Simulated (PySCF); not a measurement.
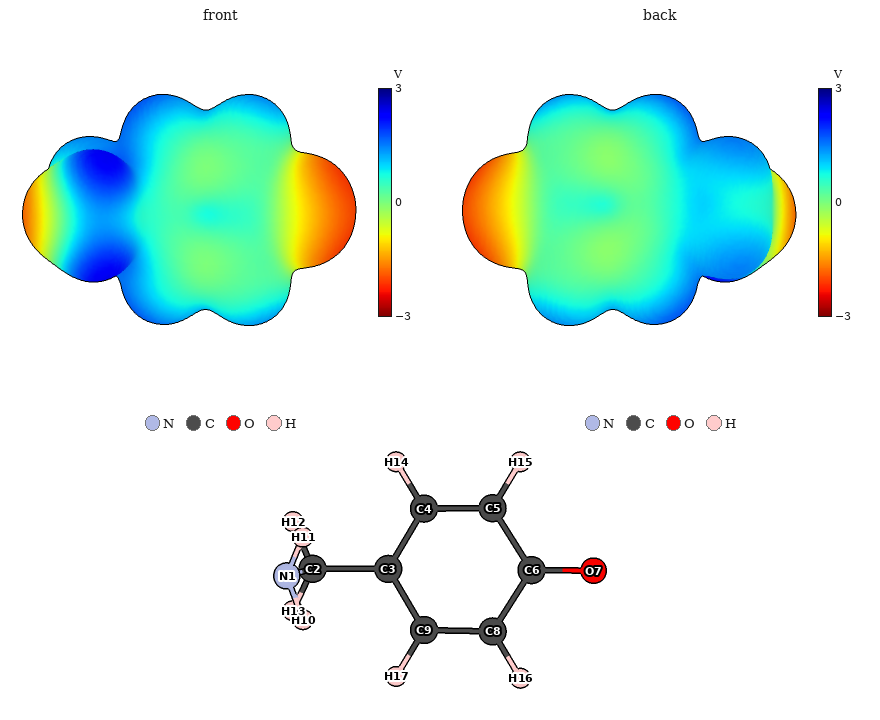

The picture shows: C$_{7}$H$_{8}$NO (SMILES NCc1ccc([O])cc1) (doublet). The molecular electrostatic potential painted on the density surface at 0.004 e/bohr³, seen from the front and from behind; red is negative and blue positive. The bare structure is drawn below in the same view.

Geometry: GFN2-xTB.

The calculation used UKS B3LYP, pcH-1 on C H N O, non-relativistic, mean-field spin-orbit, GIAO in PySCF.

| atom | x (Å) | y (Å) | z (Å) |
| --- | --- | --- | --- |
| N | 2.5896 | -0.0364 | -0.5388 |
| C | 1.7529 | -0.7944 | 0.3866 |
| C | 0.3273 | -0.3432 | 0.2611 |
| C | -0.1403 | 0.7477 | 1.0125 |
| C | -1.4074 | 1.2249 | 0.8531 |
| C | -2.3185 | 0.6478 | -0.1185 |
| O | -3.4638 | 1.0831 | -0.2875 |
| C | -1.7917 | -0.4664 | -0.8854 |
| C | -0.5200 | -0.9215 | -0.6985 |
| H | 2.2847 | -0.1755 | -1.4962 |
| H | 2.5464 | 0.9555 | -0.3310 |
| H | 2.1346 | -0.6257 | 1.3958 |
| H | 1.8569 | -1.8537 | 0.1416 |
| H | 0.5218 | 1.1960 | 1.7418 |
| H | -1.7776 | 2.0492 | 1.4442 |
| H | -2.4515 | -0.9199 | -1.6100 |
| H | -0.1503 | -1.7555 | -1.2808 |

Where is the surface potential most negative and most positive?

The most negative region (about −2.1 V) lies over O7, the most positive (about +2.3 V) over H10 and H11. O7 is the likeliest acceptor of a hydrogen bond.
